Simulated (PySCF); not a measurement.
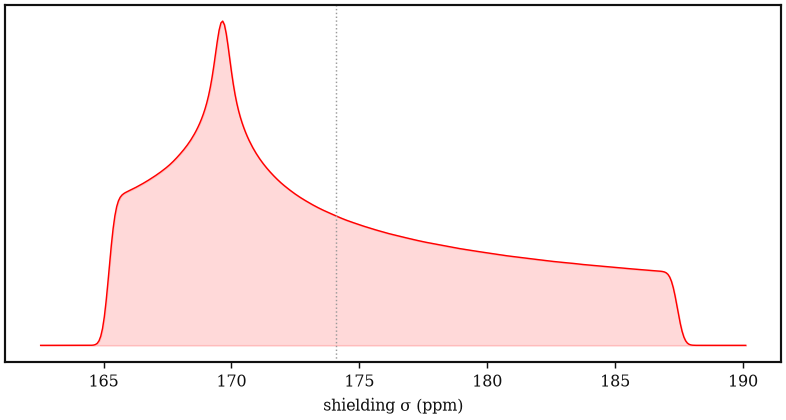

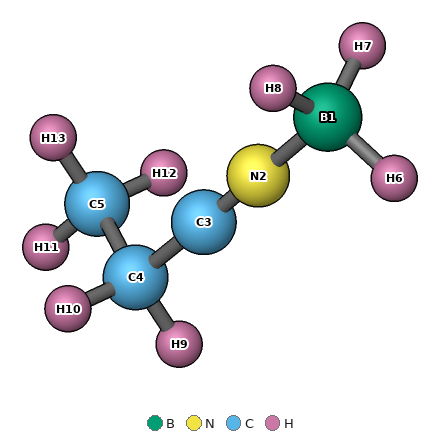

Static powder pattern (¹³C) from GIAO shielding tensors of C₃H₈BN, SMILES [BH3-][N+]#CCC, PBE0/pcSseg-1 with PySCF, at a GFN2-xTB geometry (no frequency check); absolute shielding, one fixed geometry of the isolated molecule without any motion, no dipolar terms. The dotted line is the isotropic value; skew is 3(σiso − σ22)/span.

Q: The pattern belongs to C5. Give the principal values, span and skew.

A: C5: σ11, σ22, σ33 = 165, 170, 187 ppm, isotropic 174, span 22 ppm, skew 0.60.

Note: the tight-binding geometry is rougher than a DFT one and adds to the error.
